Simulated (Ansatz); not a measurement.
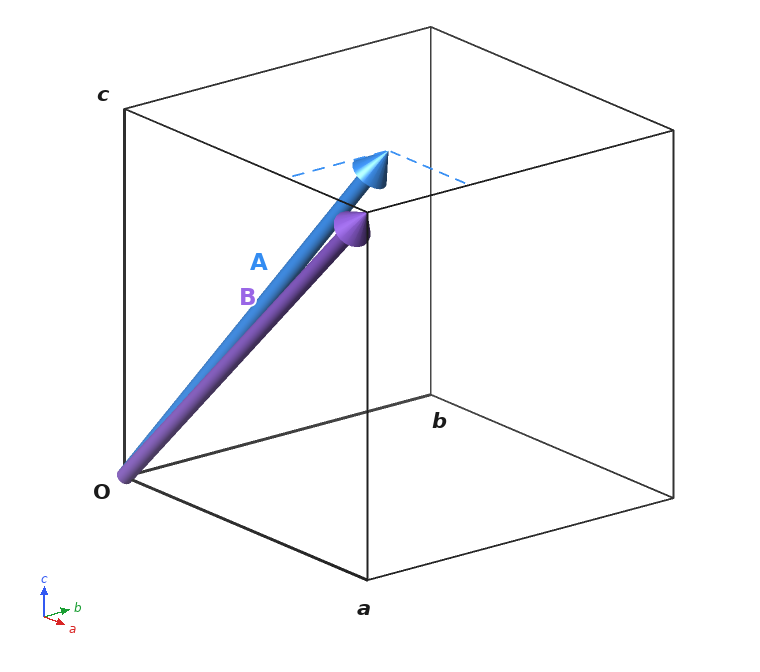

Crystal: MgO, the geometry relaxed with DFT, PBE, PAW with Ansatz's default frozen-core files, scalar-relativistic in Ansatz; the starting structure was generated, so it need not be a known form of this composition. Each arrow starts at a corner of the unit cell and ends on its surface; where a tip isn't a corner, dashed lines run from it parallel to the axes. All values are computed from the atomic coordinates in the standard setting (tolerance 0.002 Å).

a = 4.254 Å, b = 4.254 Å, c = 4.254 Å, α = 90.00°, β = 90.00°, γ = 90.00°.

Index the directions.

Answer. Arrow A runs from (0, 0, 0) to (2/3, 1/3, 1), so [2 1 3]; Arrow B runs from (0, 0, 0) to (1, 0, 1), so [1 0 1].

How long is the vector ua + vb + wc in each case, and what angles do the directions make?

Answer. A 15.916 Å; B 6.016 Å. A–B: 19.1°.

In Fm-3m, No. 225, how many directions are equivalent to A (Laue class m-3m, both senses counted)?

Answer. 48.
